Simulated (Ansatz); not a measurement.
**SnH$_{3}$Cl$_{3}$O$_{2}$: geometry relaxation (part 1 of 2)**

- system: SnH$_{3}$Cl$_{3}$O$_{2}$
- method: RKS BLYP-D4/def2-SVP (Ansatz 0.2.0)

The input holds or restrains some coordinates. It belongs to a series of runs on one base structure; here: pulled along the bonds that form and break, towards end B.

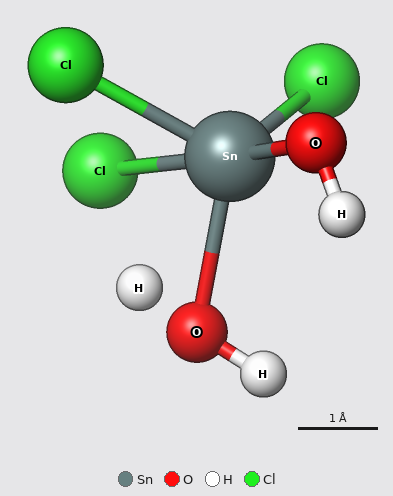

**Figure 1.** The starting structure (ball-and-stick view, seen at a tilt). Sticks mark near contacts.

**Input file**
```yaml
crystal:
  periodic: [false, false, false]
  atoms:
    - { symbol: Sn, position_ang: [0.0, 0.0, 0.0] }
    - { symbol: O, position_ang: [0.0, 0.0, 2.31] }
    - { symbol: H, position_ang: [-0.9095, -0.2814, 2.6471] }
    - { symbol: Cl, position_ang: [2.2726, 0.0, -0.8025] }
    - { symbol: Cl, position_ang: [-1.1351, 1.9666, -0.8025] }
    - { symbol: O, position_ang: [-0.9232, -1.5994, -0.6527] }
    - { symbol: H, position_ang: [-1.3778, -2.065, 0.1197] }
    - { symbol: Cl, position_ang: [1.4213, 2.1433, 0.8545] }
    - { symbol: H, position_ang: [0.7379, 1.1128, 2.0705] }
basis:
  gaussian: { orbitals: def2-SVP }
hamiltonian:
  xc: blyp
  dispersion: d4
relax:
  f_tol: 0.15
  max_steps: 25
  restrain:
    - { distance: [0, 7], at: 2.41, k: 30.0 }
    - { distance: [8, 1], at: 1.01, k: 30.0 }
    - { distance: [0, 1], at: 3.16, k: 30.0 }
    - { distance: [8, 7], at: 2.57, k: 30.0 }
output:
  orbitals: {}
```

Run as:
```bash
ansatz run input.yaml --threads 4 --pin off --max-ram 5120MiB --backend cpu --events-out ev --progress --plain --runs-dir out
```

**The program's output**
```
The last accepted step is kept in [file] (removed where the run ends without a failure and the disk answers)
Engine: ansatz 0.2.0, aarch64-unknown-linux-gnu
Functional definition: BLYP
  parameter beta = 0.0042
  parameter a = 0.04918
  parameter b = 0.132
  parameter c = 0.2533
  parameter d = 0.349
  exchange = b88_x(beta = beta)
  correlation = lyp_c(a = a, b = b, c = c, d = d)
1336 factors; their error is unknown
mean field evaluation 1: about -47513.4591 eV, gradient 8.1e1 eV
mean field evaluation 2: about -47372.6913 eV, gradient 2.3e2 eV
mean field evaluation 4: about -47522.9418 eV, gradient 3.1e1 eV
mean field evaluation 8: about -47525.9217 eV, gradient 2.3e0 eV
mean field evaluation 16: about -47525.8894 eV, gradient 2.2e-3 eV
mean field -47525.88937149 eV, -1746.5442201974 hartree, gradient 1.5e-5 eV, S^2 0.000000; 1 other end points of the search recorded, 0 dependent functions left out
the calculation of the forces begins
reference -47525.88973532 eV, -1746.5442335678 hartree; 46, 46 occupied and 77, 77 virtual orbitals, 1336 factors
relax step   1: F+E_penalty+E_count = -47526.55320338 eV  Δ(F+E_penalty+E_count) = +0.000e0 eV  max|allowed force component| = 2.940e0 eV/Å  E_restraint = 24.46578390 eV  max|allowed force component, restraints' pulls added| = 2.300e1 eV/Å  Δτ_max = 0.0000 Å  (47 SCF iters, accepted)
  distance Sn 0 - Cl 7 = 2.7100 Å
  distance H 8 - O 1 = 1.3565 Å
  distance Sn 0 - O 1 = 2.3100 Å
  distance H 8 - Cl 7 = 1.7342 Å
these checks for a lower state are left out or cut short: starts, cluster_reference, orbital_swaps, neighbouring_geometries, increment
1336 factors; their error is unknown
mean field evaluation 32: about -47525.6045 eV, gradient 2.0e-4 eV
mean field -47525.60448737 eV, -1746.5337508991 hartree, gradient 1.2e-5 eV, S^2 0.000000; 0 other end points of the search recorded, 0 dependent functions left out
[... from here on the field's lines of each further geometry are left out, up to the last ...]
relax step   2: F+E_penalty+E_count = -47526.25742902 eV  Δ(F+E_penalty+E_count) = +2.958e-1 eV  max|allowed force component| = 2.340e0 eV/Å  E_restraint = 10.19201427 eV  max|allowed force component, restraints' pulls added| = 1.474e1 eV/Å  Δτ_max = 0.1949 Å  (38 SCF iters, accepted)
relax step   3: F+E_penalty+E_count = -47526.44576102 eV  Δ(F+E_penalty+E_count) = -1.883e-1 eV  max|allowed force component| = 2.031e0 eV/Å  E_restraint = 2.94163342 eV  max|allowed force component, restraints' pulls added| = 8.210e0 eV/Å  Δτ_max = 0.1948 Å  (37 SCF iters, accepted)
relax step   4: F+E_penalty+E_count = -47527.21724152 eV  Δ(F+E_penalty+E_count) = -7.715e-1 eV  max|allowed force component| = 2.203e0 eV/Å  E_restraint = 0.22848959 eV  max|allowed force component, restraints' pulls added| = 3.622e0 eV/Å  Δτ_max = 0.1919 Å  (36 SCF iters, accepted)
relax step   5: F+E_penalty+E_count = -47527.92292094 eV  Δ(F+E_penalty+E_count) = -7.057e-1 eV  max|allowed force component| = 7.931e-1 eV/Å  E_restraint = 0.02957097 eV  max|allowed force component, restraints' pulls added| = 1.163e0 eV/Å  Δτ_max = 0.1947 Å  (36 SCF iters, accepted)
relax step   6: F+E_penalty+E_count = -47528.29162168 eV  Δ(F+E_penalty+E_count) = -3.687e-1 eV  max|allowed force component| = 6.500e-1 eV/Å  E_restraint = 0.02201363 eV  max|allowed force component, restraints' pulls added| = 5.478e-1 eV/Å  Δτ_max = 0.2000 Å  (34 SCF iters, accepted)
relax step   7: F+E_penalty+E_count = -47528.57302653 eV  Δ(F+E_penalty+E_count) = -2.814e-1 eV  max|allowed force component| = 1.306e0 eV/Å  E_restraint = 0.01004893 eV  max|allowed force component, restraints' pulls added| = 1.235e0 eV/Å  Δτ_max = 0.1945 Å  (33 SCF iters, accepted)
relax step   8: F+E_penalty+E_count = -47528.74134904 eV  Δ(F+E_penalty+E_count) = -1.683e-1 eV  max|allowed force component| = 1.457e0 eV/Å  E_restraint = 0.00212471 eV  max|allowed force component, restraints' pulls added| = 1.523e0 eV/Å  Δτ_max = 0.1967 Å  (31 SCF iters, accepted)
relax step   9: F+E_penalty+E_count = -47528.90370958 eV  Δ(F+E_penalty+E_count) = -1.624e-1 eV  max|allowed force component| = 1.006e0 eV/Å  E_restraint = 0.00080395 eV  max|allowed force component, restraints' pulls added| = 9.085e-1 eV/Å  Δτ_max = 0.1996 Å  (29 SCF iters, accepted)
relax step  10: F+E_penalty+E_count = -47529.03061063 eV  Δ(F+E_penalty+E_count) = -1.269e-1 eV  max|allowed force component| = 7.552e-1 eV/Å  E_restraint = 0.00175255 eV  max|allowed force component, restraints' pulls added| = 6.068e-1 eV/Å  Δτ_max = 0.1991 Å  (30 SCF iters, accepted)
relax step  11: F+E_penalty+E_count = -47529.13743271 eV  Δ(F+E_penalty+E_count) = -1.068e-1 eV  max|allowed force component| = 6.448e-1 eV/Å  E_restraint = 0.00286646 eV  max|allowed force component, restraints' pulls added| = 4.723e-1 eV/Å  Δτ_max = 0.1988 Å  (30 SCF iters, accepted)
relax step  12: F+E_penalty+E_count = -47529.20012450 eV  Δ(F+E_penalty+E_count) = -6.269e-2 eV  max|allowed force component| = 1.017e0 eV/Å  E_restraint = 0.00397089 eV  max|allowed force component, restraints' pulls added| = 1.032e0 eV/Å  Δτ_max = 0.1950 Å  (34 SCF iters, accepted)
relax step  13: F+E_penalty+E_count = -47529.26623415 eV  Δ(F+E_penalty+E_count) = -6.611e-2 eV  max|allowed force component| = 5.804e-1 eV/Å  E_restraint = 0.00347750 eV  max|allowed force component, restraints' pulls added| = 2.503e-1 eV/Å  Δτ_max = 0.2000 Å  (30 SCF iters, accepted)
relax step  14: F+E_penalty+E_count = -47529.28891893 eV  Δ(F+E_penalty+E_count) = -2.268e-2 eV  max|allowed force component| = 4.955e-1 eV/Å  E_restraint = 0.00372179 eV  max|allowed force component, restraints' pulls added| = 1.786e-1 eV/Å  Δτ_max = 0.1485 Å  (30 SCF iters, accepted)
relax step  15: F+E_penalty+E_count = -47529.29290893 eV  Δ(F+E_penalty+E_count) = -3.990e-3 eV  max|allowed force component| = 6.198e-1 eV/Å  E_restraint = 0.00754256 eV  max|allowed force component, restraints' pulls added| = 9.675e-1 eV/Å  Δτ_max = 0.1936 Å  (30 SCF iters, accepted)
relax step  16: F+E_penalty+E_count = -47529.31371561 eV  Δ(F+E_penalty+E_count) = -2.081e-2 eV  max|allowed force component| = 6.090e-1 eV/Å  E_restraint = 0.00532354 eV  max|allowed force component, restraints' pulls added| = 5.391e-1 eV/Å  Δτ_max = 0.1735 Å  (31 SCF iters, accepted)
relax step  17: F+E_penalty+E_count = -47529.32076422 eV  Δ(F+E_penalty+E_count) = -7.049e-3 eV  max|allowed force component| = 3.548e-1 eV/Å  E_restraint = 0.00509841 eV  max|allowed force component, restraints' pulls added| = 2.033e-1 eV/Å  Δτ_max = 0.0695 Å  (29 SCF iters, accepted)
the calculation of the forces begins
reference -47528.70863568 eV, -1746.6478262456 hartree; 46, 46 occupied and 77, 77 virtual orbitals, 1336 factors
relax step  18: F+E_penalty+E_count = -47529.32437342 eV  Δ(F+E_penalty+E_count) = -3.609e-3 eV  max|allowed force component| = 4.043e-1 eV/Å  E_restraint = 0.00435518 eV  max|allowed force component, restraints' pulls added| = 3.666e-2 eV/Å  Δτ_max = 0.0890 Å  (29 SCF iters, accepted)
  distance Sn 0 - Cl 7 = 2.4073 Å
  distance H 8 - O 1 = 0.9933 Å
  distance Sn 0 - O 1 = 3.1579 Å
  distance H 8 - Cl 7 = 2.5708 Å
1336 factors; their error is unknown
mean field evaluation 160: about -47528.7586 eV, gradient 1.9e-1 eV
```

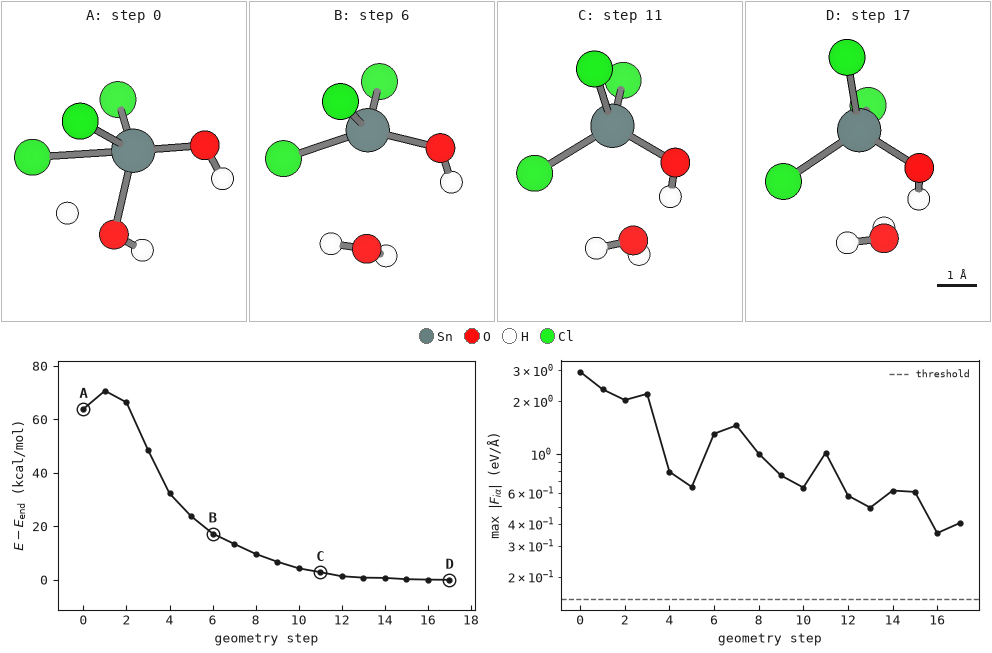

**Figure 2.** Frames of the restrained relaxation (ball-and-stick view, seen at a tilt) above the curves, on which the letters mark them (the first geometry is step 0 here and step 1 in the log).

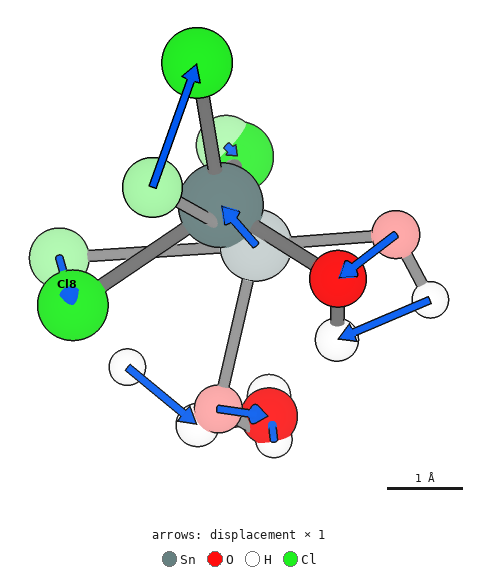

**Figure 3.** Start (faint) and end (solid) with the displacements as blue arrows, at true length (ball-and-stick view, seen at a tilt). The two geometries are laid on each other by the best rigid fit. Cl4 moves most after the best rigid fit: 1.79 Å. By element the largest moves are Cl 1.79 Å, H 1.37 Å, O 1.07 Å, Sn 0.77 Å. Among the contacts that change: Sn1–O2 2.310 → 3.158 Å, O2–H9 1.357 → 0.993 Å, Sn1–Cl8 2.710 → 2.407 Å, Sn1–Cl4 2.410 → 2.358 Å. New bonds form: O2–H9 (1.36 → 0.99 Å). Bonds break: Sn1–O2 (2.31 → 3.16 Å). Among the angles that change: O6–Sn1–Cl8 176.5° → 111.4°, Cl4–Sn1–Cl8 67.1° → 108.7°, Cl5–Sn1–Cl8 72.9° → 105.8°. Over 17 geometry steps the energy falls by 63.9 kcal/mol. The largest force component goes from 2.9 to 0.4 eV/Å. (Atoms are counted from 1 in the order of the input.)

```
mean field -47528.70826996 eV, -1746.6478128054 hartree, gradient 7.6e-6 eV, S^2 0.000000; 1 other end points of the search recorded, 0 dependent functions left out
the calculation of the forces begins
reference -47528.70863568 eV, -1746.6478262456 hartree; 46, 46 occupied and 77, 77 virtual orbitals, 1336 factors
Total energy: -47529.32473915 eV, -1746.6704676303 hartree
Atom 0 at     0.518672     0.287417    -0.473544 Å, force     0.038339     0.064566     0.100574 eV/Å
Atom 1 at    -0.794666    -0.161506     2.362947 Å, force     0.404321     0.274544     0.074986 eV/Å
Atom 2 at    -1.525728     0.479642     2.254049 Å, force    -0.001853     0.012293    -0.009316 eV/Å
Atom 3 at     1.733222     0.179740    -2.491365 Å, force    -0.000790     0.001298    -0.002223 eV/Å
Atom 4 at    -1.402166     1.660404    -0.773444 Å, force    -0.001275     0.002821     0.007264 eV/Å
Atom 5 at     0.062453    -1.562300     0.088309 Å, force    -0.000322    -0.019481    -0.007748 eV/Å
Atom 6 at    -0.354831    -1.408550     0.977357 Å, force    -0.011247    -0.024446     0.033840 eV/Å
Atom 7 at     1.867418     1.398949     1.181932 Å, force    -0.033134    -0.028772    -0.068708 eV/Å
Atom 8 at    -0.018175     0.403104     2.617857 Å, force    -0.394038    -0.282823    -0.128668 eV/Å
Dipole moment:    -0.228604     0.238001     0.426151 e Å
```

**Trajectory as extended XYZ (Å, eV, eV/Å), 12 of the 18 frames kept, from step=1 to step=18**
```
9
Properties=species:S:1:pos:R:3:forces:R:3 step=1 energy=-47526.55320
Sn    0.0000    0.0000    0.0000    1.4260   2.0849   0.5280
O     0.0000    0.0000    2.3100   -0.0117  -0.3362  -1.7613
H    -0.9095   -0.2814    2.6471    1.0314   1.0244  -0.0517
Cl    2.2726    0.0000   -0.8025   -0.1177  -1.6865  -0.8875
Cl   -1.1351    1.9666   -0.8025   -0.8032  -0.6831  -0.3368
O    -0.9232   -1.5994   -0.6527   -1.0312  -1.3478   0.9589
H    -1.3778   -2.0650    0.1197    0.4904   0.4223  -0.9918
Cl    1.4213    2.1433    0.8545   -0.5282   0.1007   2.9402
H     0.7379    1.1128    2.0705   -0.4558   0.4213  -0.3980
9
Properties=species:S:1:pos:R:3:forces:R:3 step=3 energy=-47526.44576
Sn    0.1067    0.1564   -0.2547    0.0477  -0.1996   1.3564
O     0.0572    0.0207    2.5885    0.8215  -1.1606  -1.0369
H    -0.9025   -0.2445    2.6567    0.8949   1.7203  -0.0654
Cl    2.3046   -0.0542   -0.8467    1.5037  -2.0311  -1.6119
Cl   -1.1786    1.9724   -0.8292   -1.8418   0.4231  -1.0354
O    -0.9207   -1.5928   -0.6402    0.2894   0.5301   0.3508
H    -1.3687   -2.0541    0.1133    0.3308   0.4466  -0.1517
Cl    1.4352    2.1923    0.6339   -0.3253   0.5574   1.8670
H     0.5529    0.8806    2.3227   -1.7209  -0.2862   0.3270
```
